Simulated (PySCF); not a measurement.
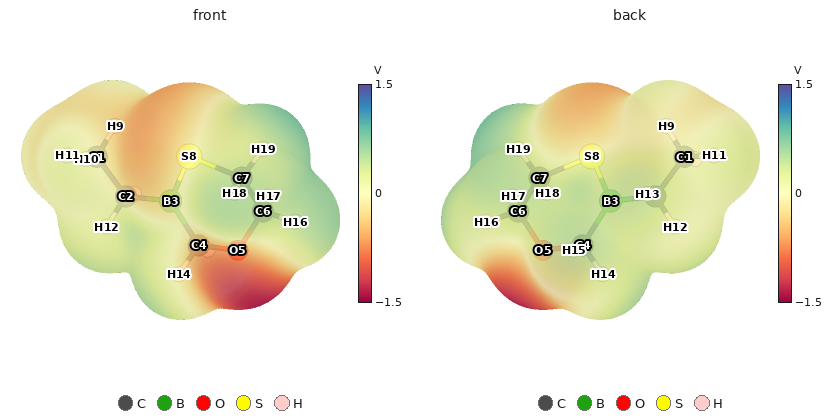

Figure 1: C5H11BOS (SMILES CCB1COCCS1). The molecular electrostatic potential painted on the density surface at 0.001 e/bohr³, seen from the front and from behind; the colour scale runs from red (negative) to blue (positive).

Geometry: GFN2-xTB.

All numbers below come from PBE0/pcSseg-1, SCF density, gas phase, non-relativistic (PySCF 2.14.0).

```xyz
19

C     2.7924   -0.8155   -0.5353
C     1.8980    0.4267   -0.5280
B     0.3902    0.1831   -0.0941
C    -0.5349    1.4502    0.1755
O    -1.8780    1.2336    0.6143
C    -2.5100    0.1536   -0.0160
C    -1.9905   -1.1894    0.4775
S    -0.2392   -1.4643    0.0031
H     2.3836   -1.5751   -1.1977
H     2.8586   -1.2423    0.4627
H     3.7976   -0.5687   -0.8711
H     2.3569    1.1875    0.1104
H     1.9055    0.8598   -1.5342
H    -0.0992    2.0911    0.9483
H    -0.5697    2.0670   -0.7413
H    -3.5710    0.2444    0.2370
H    -2.3983    0.2182   -1.1098
H    -2.0469   -1.2385    1.5645
H    -2.5549   -2.0119    0.0420
```

> Where is the surface potential most negative and most positive?

The most negative region (about −1.3 V, or −30 kcal/mol for a unit charge) lies over O5, the most positive (about +0.8 V, or +18 kcal/mol for a unit charge) over H19. O5 is the likeliest acceptor of a hydrogen bond.
